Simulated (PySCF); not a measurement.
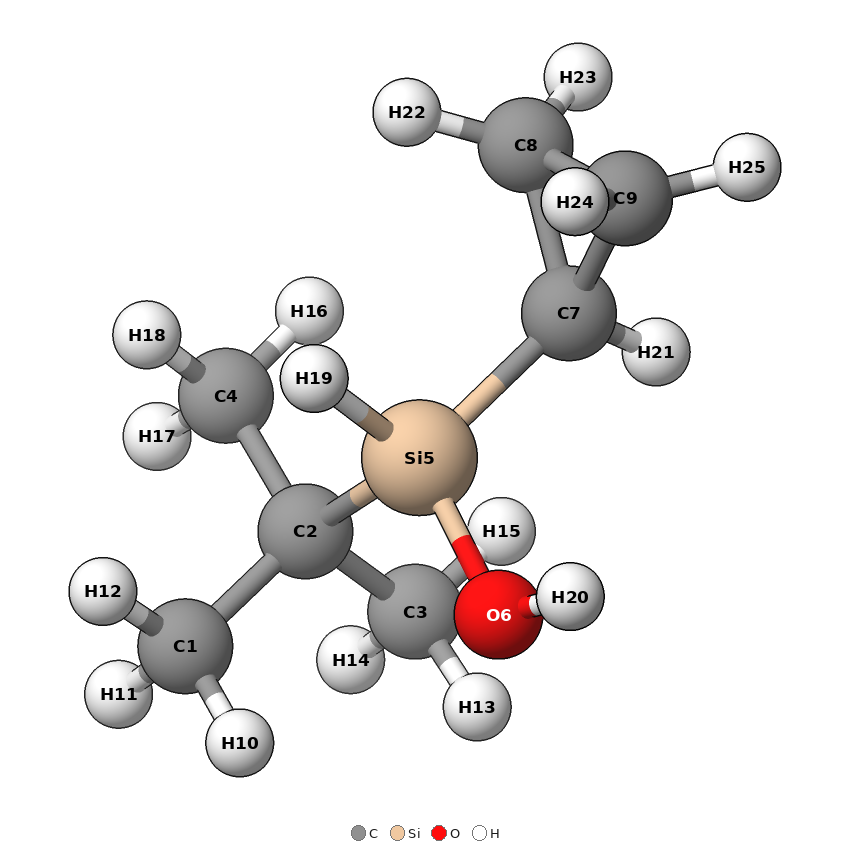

The geometry was computed by an optimisation with PBE0-D3(BJ)/def2-SVP. No frequency run is at hand to confirm it as a minimum. Method: delta-SCF UKS SCAN, pcX-2 on the ionised atom, pcseg-1 elsewhere, spin-free X2C (PySCF 2.14.0).

Give the core-electron binding energies (to vacuum; p and d levels without spin–orbit splitting) of C1 1s, C2 1s, Si5 1s, Si5 2p, O6 1s, C7 1s, C8 1s, C9 1s.

```tsv
atom	level	binding energy (eV)
C1	1s	290.1
C2	1s	289.8
Si5	1s	1846.2
Si5	2p	106.6
O6	1s	538.0
C7	1s	290.0
C8	1s	290.6
C9	1s	290.6
```
